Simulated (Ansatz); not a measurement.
Input file:

```
crystal:
  periodic: [false, false, false]
  atoms:
    - { symbol: Ge, position_ang: [0.0, 0.0, 0.0] }
    - { symbol: H, position_ang: [0.0, 0.0, 1.8] }
    - { symbol: O, position_ang: [1.6691, 0.0, -0.5894] }
    - { symbol: H, position_ang: [1.9855, -0.9521, -0.7061] }
    - { symbol: C, position_ang: [-0.9232, 1.5994, -0.6527] }
    - { symbol: H, position_ang: [-1.9758, 1.3458, -0.8971] }
    - { symbol: H, position_ang: [-0.9048, 2.384, 0.1322] }
    - { symbol: H, position_ang: [-0.4128, 1.976, -1.5636] }
    - { symbol: C, position_ang: [-0.9232, -1.5994, -0.6527] }
    - { symbol: H, position_ang: [-1.4228, -2.1111, 0.1962] }
    - { symbol: H, position_ang: [-1.6833, -1.3066, -1.4068] }
    - { symbol: H, position_ang: [-0.1873, -2.288, -1.1178] }
    - { symbol: F, position_ang: [0.0, 0.0, 3.02] }
magnetization:
  spin_polarized: true
  initial_magnetization: 1
basis:
  gaussian: { orbitals: def2-SVP }
hamiltonian:
  xc: pbe
relax:
  f_tol: 0.15
  max_steps: 25
  restrain:
    - { distance: [1, 12], at: 2.12, k: 30.0 }
    - { distance: [0, 1], at: 1.55, k: 30.0 }
output:
  orbitals: {}
```

Run with:

```sh
ansatz run input.yaml --threads 4 --pin off --max-ram 5120MiB --backend cpu --events-out ev --progress --plain --runs-dir out
```

The fields are those of the run's last geometry, not of the input's.

Not at a stationary point (largest force 1.2 eV/Å).

Computed with Ansatz, UKS PBE/def2-SVP.

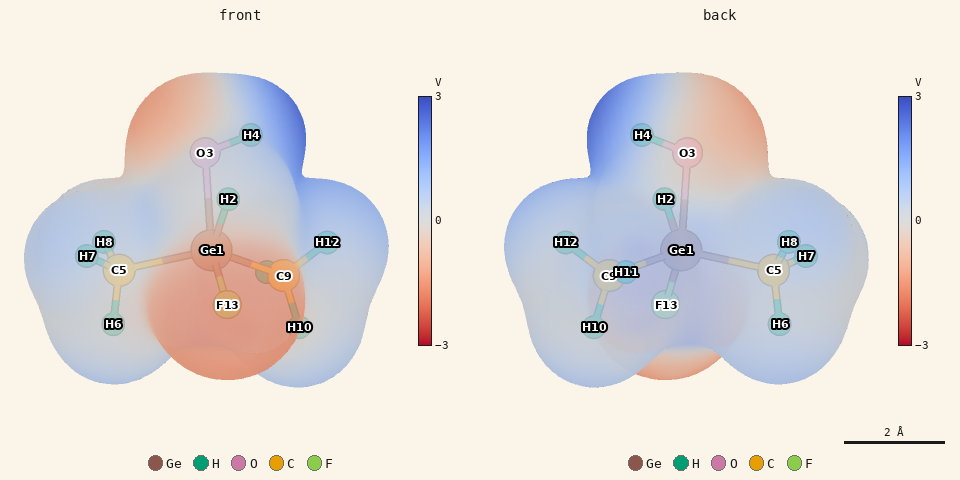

C2H8FGeO (doublet). The electrostatic potential painted on the density surface at 0.002 e/bohr³, seen from the front and from behind; red is negative and blue positive.

Describe the electrostatic potential map.

Answer. The most negative region (about −1.5 V, or −35 kcal/mol for a unit charge) lies over F13, the most positive (about +2.4 V, or +55 kcal/mol for a unit charge) over H4.
